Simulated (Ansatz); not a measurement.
# Molecular dynamics of C₂H₂AlBr

- system: C₂H₂AlBr
- method: UKS r2SCAN/def2-SVP (Ansatz 0.2.0)

The geometry comes from this level: PBE0-D4/def2-TZVP. Figures and captions count atoms from 1; the log counts them from 0 in places.

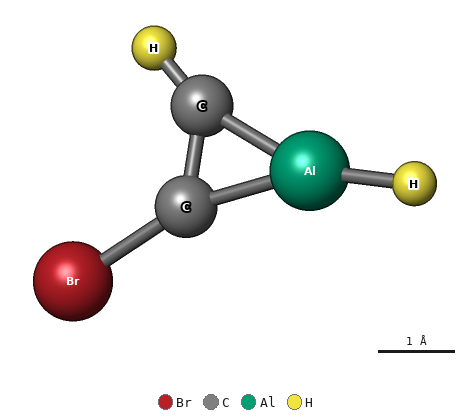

*The input geometry (ball-and-stick view, seen at a tilt). Sticks mark near contacts.*

Bond lengths as drawn: Al–C 1.86 to 1.87 Å, Al–H 1.57 Å, Br–C 1.89 Å, C–C 1.36 Å and C–H 1.09 Å.

**Input file**
```yaml
crystal:
  periodic: [false, false, false]
  atoms:
    - {symbol: Br, position_ang: [-0.872027, -2.454249, -0.322667]}
    - {symbol: C, position_ang: [-0.361218, -0.645956, -0.133136]}
    - {symbol: C, position_ang: [0.842638, -0.155216, 0.249776]}
    - {symbol: Al, position_ang: [-0.379727, 1.209776, -0.107124]}
    - {symbol: H, position_ang: [1.751403, -0.685153, 0.523111]}
    - {symbol: H, position_ang: [-0.939068, 2.666799, -0.256261]}
basis:
  gaussian: {orbitals: def2-SVP}
magnetization: {spin_polarized: true, initial_magnetization: 0}
hamiltonian: {xc: {name: r2SCAN}}
md: {timestep: 0.5 fs, n_steps: 20, ensemble: nvt_nose_hoover, temperature: 500, initial_velocities: maxwell_boltzmann, seed: 273}
```

Machine: 2 threads of Arm Neoverse V2, 23 GiB of memory available, shared host.

Command:
```bash
ansatz run in.yaml --threads 2 --pin off --events-out ev --progress --plain --max-ram 4352MiB
```

**What the program printed**
```
Functional definition: r2SCAN
  name "r2SCAN"
  cite "Furness, Kaplan, Ning, Perdew & Sun, J. Phys. Chem. Lett. 11, 8208 (2020) doi:10.1021/acs.jpclett.0c02405"
  cite "Furness, Kaplan, Ning, Perdew & Sun, J. Phys. Chem. Lett. 11, 9248 (2020) doi:10.1021/acs.jpclett.0c03077"
  parent r2scan
  parameter k0 = 0.174
  parameter k1 = 0.065
  parameter a1 = 4.9479
  exchange = r2scan_x(k0 = k0, k1 = k1, a1 = a1)
  correlation = r2scan_c
970 factors; their error is unknown
mean field evaluation 1: about -78722.9902 eV, gradient 4.3e1 eV
mean field evaluation 2: about -78669.5283 eV, gradient 9.5e1 eV
mean field evaluation 4: about -78732.0731 eV, gradient 1.5e1 eV
mean field evaluation 8: about -78733.3440 eV, gradient 1.6e-1 eV
mean field evaluation 16: about -78733.2602 eV, gradient 3.4e-5 eV
mean field -78733.26019957 eV, -2893.3939450136 hartree, gradient 3.4e-5 eV, S^2 0.000000; 0 other end points of the search recorded, 0 dependent functions left out
the calculation of the forces begins
reference -78733.26021147 eV, -2893.3939454511 hartree; 31, 31 occupied and 57, 57 virtual orbitals, 970 factors
md step     0: t =     0.00 fs  T =   500.0 K  F+E_penalty+E_count = -78733.26019957 eV  E_kin = 0.258520 eV  conserved = -78733.00167957 eV  (33 SCF iters)
these checks for a lower state are left out or cut short: starts, cluster_reference, orbital_swaps, neighbouring_geometries, increment
970 factors; their error is unknown
mean field -78733.26411421 eV, -2893.3940888739 hartree, gradient 2.2e-5 eV, S^2 0.000000; 0 other end points of the search recorded, 0 dependent functions left out
[... from here on the field's lines of each further geometry are left out, up to the last ...]
md step     1: t =     0.50 fs  T =   507.5 K  F+E_penalty+E_count = -78733.26411421 eV  E_kin = 0.262403 eV  conserved = -78733.00171135 eV  (36 SCF iters)
md step     2: t =     1.00 fs  T =   503.0 K  F+E_penalty+E_count = -78733.26172470 eV  E_kin = 0.260058 eV  conserved = -78733.00166626 eV  (37 SCF iters)
md step     3: t =     1.50 fs  T =   487.7 K  F+E_penalty+E_count = -78733.25370398 eV  E_kin = 0.252144 eV  conserved = -78733.00155967 eV  (37 SCF iters)
md step     4: t =     2.00 fs  T =   464.7 K  F+E_penalty+E_count = -78733.24169853 eV  E_kin = 0.240278 eV  conserved = -78733.00141983 eV  (37 SCF iters)
md step     5: t =     2.50 fs  T =   438.3 K  F+E_penalty+E_count = -78733.22788761 eV  E_kin = 0.226609 eV  conserved = -78733.00127954 eV  (37 SCF iters)
md step     6: t =     3.00 fs  T =   412.5 K  F+E_penalty+E_count = -78733.21446592 eV  E_kin = 0.213301 eV  conserved = -78733.00116771 eV  (37 SCF iters)
md step     7: t =     3.50 fs  T =   390.8 K  F+E_penalty+E_count = -78733.20317762 eV  E_kin = 0.202078 eV  conserved = -78733.00110637 eV  (37 SCF iters)
md step     8: t =     4.00 fs  T =   375.0 K  F+E_penalty+E_count = -78733.19497930 eV  E_kin = 0.193888 eV  conserved = -78733.00110431 eV  (38 SCF iters)
md step     9: t =     4.50 fs  T =   365.1 K  F+E_penalty+E_count = -78733.18989546 eV  E_kin = 0.188759 eV  conserved = -78733.00115734 eV  (39 SCF iters)
md step    10: t =     5.00 fs  T =   359.5 K  F+E_penalty+E_count = -78733.18708521 eV  E_kin = 0.185867 eV  conserved = -78733.00124922 eV  (39 SCF iters)
md step    11: t =     5.50 fs  T =   355.5 K  F+E_penalty+E_count = -78733.18511019 eV  E_kin = 0.183802 eV  conserved = -78733.00135178 eV  (39 SCF iters)
md step    12: t =     6.00 fs  T =   350.1 K  F+E_penalty+E_count = -78733.18236497 eV  E_kin = 0.180990 eV  conserved = -78733.00143440 eV  (39 SCF iters)
md step    13: t =     6.50 fs  T =   340.7 K  F+E_penalty+E_count = -78733.17756260 eV  E_kin = 0.176169 eV  conserved = -78733.00147025 eV  (39 SCF iters)
md step    14: t =     7.00 fs  T =   326.5 K  F+E_penalty+E_count = -78733.17014838 eV  E_kin = 0.168799 eV  conserved = -78733.00144668 eV  (39 SCF iters)
md step    15: t =     7.50 fs  T =   308.0 K  F+E_penalty+E_count = -78733.16048784 eV  E_kin = 0.159234 eV  conserved = -78733.00137214 eV  (39 SCF iters)
md step    16: t =     8.00 fs  T =   287.4 K  F+E_penalty+E_count = -78733.14972704 eV  E_kin = 0.148593 eV  conserved = -78733.00127577 eV  (40 SCF iters)
md step    17: t =     8.50 fs  T =   267.5 K  F+E_penalty+E_count = -78733.13934010 eV  E_kin = 0.138312 eV  conserved = -78733.00119544 eV  (35 SCF iters)
md step    18: t =     9.00 fs  T =   250.6 K  F+E_penalty+E_count = -78733.13054177 eV  E_kin = 0.129572 eV  conserved = -78733.00116262 eV  (39 SCF iters)
md step    19: t =     9.50 fs  T =   237.6 K  F+E_penalty+E_count = -78733.12382609 eV  E_kin = 0.122864 eV  conserved = -78733.00118321 eV  (39 SCF iters)
the calculation of the forces begins
reference -78733.11887802 eV, -2893.3887515427 hartree; 31, 31 occupied and 57, 57 virtual orbitals, 970 factors
970 factors; their error is unknown
mean field evaluation 192: about -78733.1189 eV, gradient 1.5e-3 eV
mean field -78733.11886605 eV, -2893.3887511028 hartree, gradient 9.0e-6 eV, S^2 0.000000; 1 other end points of the search recorded, 0 dependent functions left out
the calculation of the forces begins
reference -78733.11887802 eV, -2893.3887515427 hartree; 31, 31 occupied and 57, 57 virtual orbitals, 970 factors
md step    20: t =    10.00 fs  T =   228.0 K  F+E_penalty+E_count = -78733.11886605 eV  E_kin = 0.117878 eV  conserved = -78733.00123873 eV  (35 SCF iters)
```

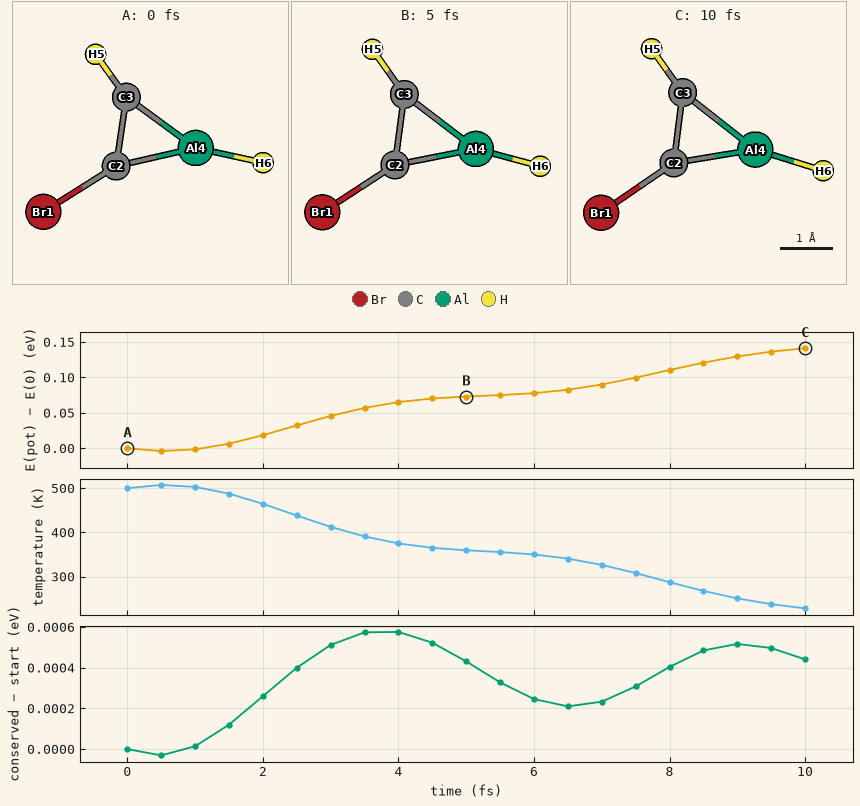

*Frames of the molecular dynamics (ball-and-stick, seen at a tilt) above the curves, on which the letters mark them.*

The trajectory kept here has 21 frames over 10 fs. The temperature starts at 500 K, ranges from 228 to 508 K and averages 301 K over the second half. The potential energy ends 0.141 eV above its first value. The conserved quantity stays within 0.00061 eV. After an unweighted best fit of the last frame on the first, the root-mean-square displacement is 0.09 Å.

```
Total energy: -78733.11887802 eV, -2893.3887515427 hartree
Atom 0 at    -0.883821    -2.461251    -0.325092 Å, force     0.086421     0.028422     0.031434 eV/Å
Atom 1 at    -0.292311    -0.651564    -0.129895 Å, force     0.543942     0.459633     0.147344 eV/Å
Atom 2 at     0.938174    -0.178801     0.274078 Å, force    -2.208784     1.266214    -0.507405 eV/Å
Atom 3 at    -0.415097     1.241687    -0.114799 Å, force     0.788286    -0.851275     0.189482 eV/Å
Atom 4 at     1.839768    -0.672145     0.616228 Å, force     0.440416    -0.313776     0.053723 eV/Å
Atom 5 at    -1.105177     2.702559    -0.279888 Å, force     0.349720    -0.589219     0.085422 eV/Å
Dipole moment:     0.047149     0.584805     0.041981 e Å
```

**Trajectory as extended XYZ (Å, eV, eV/Å), 15 of the 21 frames kept, from step=0 to step=20**
```
6
Properties=species:S:1:pos:R:3:forces:R:3 step=0 time_fs=0.0 energy=-78733.26020 temperature=500.0
Br   -0.8720   -2.4542   -0.3227   -0.0735  -0.2271  -0.0271
C    -0.3612   -0.6460   -0.1331   -0.4251  -0.2358  -0.1351
C     0.8426   -0.1552    0.2498    0.3119   0.2527   0.0999
Al   -0.3797    1.2098   -0.1071   -0.1501   0.3521  -0.0407
H     1.7514   -0.6852    0.5231    0.3440  -0.1954   0.1044
H    -0.9391    2.6668   -0.2563   -0.0072   0.0536  -0.0013
6
Properties=species:S:1:pos:R:3:forces:R:3 step=1 time_fs=0.5 energy=-78733.26411 temperature=507.5
Br   -0.8726   -2.4545   -0.3228   -0.0741  -0.2250  -0.0258
C    -0.3585   -0.6467   -0.1332   -0.2888  -0.1628  -0.0975
C     0.8482   -0.1570    0.2510    0.3271   0.1993   0.1213
Al   -0.3821    1.2123   -0.1076    0.0156   0.0395   0.0018
H     1.7645   -0.6877    0.5319    0.0865  -0.0619   0.0171
H    -0.9430    2.6563   -0.2563   -0.0662   0.2108  -0.0169
6
Properties=species:S:1:pos:R:3:forces:R:3 step=3 time_fs=1.5 energy=-78733.25370 temperature=487.7
Br   -0.8738   -2.4552   -0.3230   -0.0748  -0.2200  -0.0233
C    -0.3533   -0.6482   -0.1333   -0.0066  -0.0120  -0.0179
C     0.8596   -0.1605    0.2536    0.3215   0.0989   0.1575
Al   -0.3867    1.2172   -0.1087    0.3371  -0.5624   0.0838
H     1.7907   -0.6929    0.5493   -0.3930   0.1810  -0.1527
H    -0.9516    2.6373   -0.2567   -0.1841   0.5145  -0.0474
6
Properties=species:S:1:pos:R:3:forces:R:3 step=4 time_fs=2.0 energy=-78733.24170 temperature=464.7
Br   -0.8743   -2.4555   -0.3231   -0.0745  -0.2167  -0.0220
C    -0.3508   -0.6489   -0.1334    0.1344   0.0638   0.0228
C     0.8655   -0.1622    0.2550    0.2723   0.0701   0.1626
Al   -0.3890    1.2196   -0.1092    0.4864  -0.8356   0.1215
H     1.8027   -0.6950    0.5576   -0.5818   0.2726  -0.2241
H    -0.9565    2.6295   -0.2570   -0.2368   0.6458  -0.0609
6
Properties=species:S:1:pos:R:3:forces:R:3 step=6 time_fs=3.0 energy=-78733.21447 temperature=412.5
Br   -0.8755   -2.4561   -0.3234   -0.0718  -0.2075  -0.0189
C    -0.3455   -0.6504   -0.1335    0.4042   0.2111   0.1019
C     0.8772   -0.1656    0.2578    0.0480   0.0792   0.1324
Al   -0.3934    1.2242   -0.1102    0.7441  -1.2853   0.1858
H     1.8221   -0.6970    0.5724   -0.8120   0.3743  -0.3216
H    -0.9680    2.6186   -0.2581   -0.3125   0.8283  -0.0796
6
Properties=species:S:1:pos:R:3:forces:R:3 step=7 time_fs=3.5 energy=-78733.20318 temperature=390.8
Br   -0.8761   -2.4565   -0.3235   -0.0689  -0.2014  -0.0171
C    -0.3427   -0.6511   -0.1335    0.5281   0.2805   0.1387
C     0.8831   -0.1673    0.2592   -0.1295   0.1205   0.0948
Al   -0.3955    1.2263   -0.1106    0.8463  -1.4485   0.2110
H     1.8290   -0.6968    0.5787   -0.8462   0.3816  -0.3439
H    -0.9749    2.6161   -0.2589   -0.3298   0.8673  -0.0836
6
Properties=species:S:1:pos:R:3:forces:R:3 step=9 time_fs=4.5 energy=-78733.18990 temperature=365.1
Br   -0.8773   -2.4572   -0.3237   -0.0597  -0.1850  -0.0126
C    -0.3369   -0.6523   -0.1335    0.7427   0.4054   0.2033
C     0.8948   -0.1705    0.2621   -0.6050   0.2770  -0.0255
Al   -0.3995    1.2302   -0.1115    0.9880  -1.6357   0.2450
H     1.8368   -0.6936    0.5889   -0.7512   0.3107  -0.3314
H    -0.9910    2.6173   -0.2612   -0.3148   0.8276  -0.0788
6
Properties=species:S:1:pos:R:3:forces:R:3 step=10 time_fs=5.0 energy=-78733.18708 temperature=359.5
Br   -0.8779   -2.4575   -0.3239   -0.0531  -0.1744  -0.0100
C    -0.3338   -0.6528   -0.1334    0.8294   0.4586   0.2297
C     0.9005   -0.1721    0.2636   -0.8936   0.3897  -0.1063
Al   -0.4014    1.2319   -0.1119    1.0270  -1.6615   0.2539
H     1.8379   -0.6908    0.5927   -0.6269   0.2361  -0.2971
H    -1.0001    2.6209   -0.2626   -0.2827   0.7515  -0.0703
6
Properties=species:S:1:pos:R:3:forces:R:3 step=11 time_fs=5.5 energy=-78733.18511 temperature=355.5
Br   -0.8785   -2.4579   -0.3240   -0.0452  -0.1621  -0.0070
C    -0.3305   -0.6531   -0.1333    0.8997   0.5043   0.2513
C     0.9060   -0.1735    0.2650   -1.2058   0.5214  -0.1982
Al   -0.4031    1.2334   -0.1123    1.0465  -1.6474   0.2580
H     1.8375   -0.6874    0.5958   -0.4589   0.1397  -0.2459
H    -1.0100    2.6263   -0.2642   -0.2362   0.6440  -0.0582
6
Properties=species:S:1:pos:R:3:forces:R:3 step=13 time_fs=6.5 energy=-78733.17756 temperature=340.7
Br   -0.8796   -2.4586   -0.3242   -0.0250  -0.1317  -0.0001
C    -0.3233   -0.6536   -0.1329    0.9839   0.5693   0.2778
C     0.9162   -0.1761    0.2677   -1.8480   0.8197  -0.3980
Al   -0.4064    1.2361   -0.1130    1.0364  -1.5270   0.2540
H     1.8339   -0.6800    0.6005   -0.0362  -0.0939  -0.1071
H    -1.0313    2.6415   -0.2677   -0.1111   0.3636  -0.0266
6
Properties=species:S:1:pos:R:3:forces:R:3 step=14 time_fs=7.0 energy=-78733.17015 temperature=326.5
Br   -0.8802   -2.4590   -0.3244   -0.0129  -0.1136   0.0038
C    -0.3195   -0.6537   -0.1327    0.9945   0.5868   0.2815
C     0.9208   -0.1772    0.2690   -2.1405   0.9692  -0.4929
Al   -0.4079    1.2373   -0.1133    1.0130  -1.4361   0.2475
H     1.8317   -0.6765    0.6024    0.1850  -0.2129  -0.0312
H    -1.0424    2.6505   -0.2696   -0.0391   0.2066  -0.0086
6
Properties=species:S:1:pos:R:3:forces:R:3 step=16 time_fs=8.0 energy=-78733.14973 temperature=287.4
Br   -0.8814   -2.4597   -0.3246    0.0155  -0.0719   0.0123
C    -0.3111   -0.6534   -0.1319    0.9447   0.5889   0.2675
C     0.9286   -0.1787    0.2712   -2.5501   1.2137  -0.6294
Al   -0.4106    1.2391   -0.1139    0.9449  -1.2287   0.2296
H     1.8291   -0.6712    0.6061    0.5373  -0.3967   0.0926
H    -1.0648    2.6697   -0.2734    0.1078  -0.1054   0.0274
6
Properties=species:S:1:pos:R:3:forces:R:3 step=17 time_fs=8.5 energy=-78733.13934 temperature=267.5
Br   -0.8820   -2.4601   -0.3247    0.0316  -0.0486   0.0169
C    -0.3067   -0.6531   -0.1315    0.8823   0.5730   0.2490
C     0.9318   -0.1791    0.2721   -2.6225   1.2873  -0.6537
Al   -0.4119    1.2399   -0.1142    0.9053  -1.1238   0.2194
H     1.8295   -0.6699    0.6082    0.6259  -0.4389   0.1241
H    -1.0757    2.6791   -0.2752    0.1774  -0.2491   0.0443
6
Properties=species:S:1:pos:R:3:forces:R:3 step=19 time_fs=9.5 energy=-78733.12383 temperature=237.6
Br   -0.8832   -2.4609   -0.3250    0.0672   0.0018   0.0265
C    -0.2972   -0.6522   -0.1305    0.6811   0.5078   0.1887
C     0.9365   -0.1792    0.2735   -2.4463   1.3107  -0.5911
Al   -0.4141    1.2412   -0.1146    0.8254  -0.9322   0.1989
H     1.8349   -0.6704    0.6133    0.5730  -0.3949   0.1033
H    -1.0960    2.6958   -0.2785    0.2996  -0.4932   0.0736
6
Properties=species:S:1:pos:R:3:forces:R:3 step=20 time_fs=10.0 energy=-78733.11887 temperature=228.0
Br   -0.8838   -2.4613   -0.3251    0.0864   0.0284   0.0314
C    -0.2923   -0.6516   -0.1299    0.5439   0.4596   0.1473
C     0.9382   -0.1788    0.2741   -2.2088   1.2662  -0.5074
Al   -0.4151    1.2417   -0.1148    0.7883  -0.8513   0.1895
H     1.8398   -0.6721    0.6162    0.4404  -0.3138   0.0537
H    -1.1052    2.7026   -0.2799    0.3497  -0.5892   0.0854
```

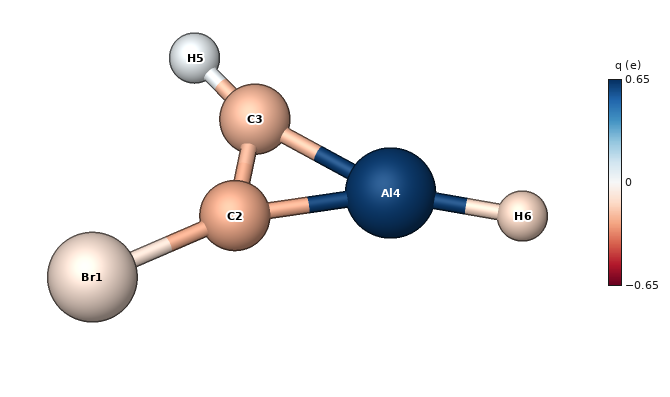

*Mulliken charges, as the colour of each atom (ball-and-stick view, seen at a tilt; atoms are numbered from 1 in the order of the input).*

By element: Br −0.09, C −0.23 to −0.21, Al +0.62 and H −0.13 to +0.04 e.

**Key numbers**

| quantity | value |
| --- | --- |
| outcome | finished |
| mean temperature over the second half | 301 K |
| trajectory | 20 steps, 10 fs |
| ensemble | nvt_nose_hoover |
| temperature in the input | 500 K |
| time step | 0.5 fs |
| potential energy (last step) | −78733.1189 eV |
| SCF solution under orbital rotations (last step) | stable |
| largest force (length of the vector) (last step) | 2.596 eV/Å |
| dipole moment (last step) | 2.83 D |
| wall time | 2.2 min (CPU time 4.3 min) |
| peak memory | 0.35 GiB |

**Notes**

So short a trajectory is not equilibrated. The temperature stays far from the 500 K of the thermostat over the second half: the run isn't equilibrated.
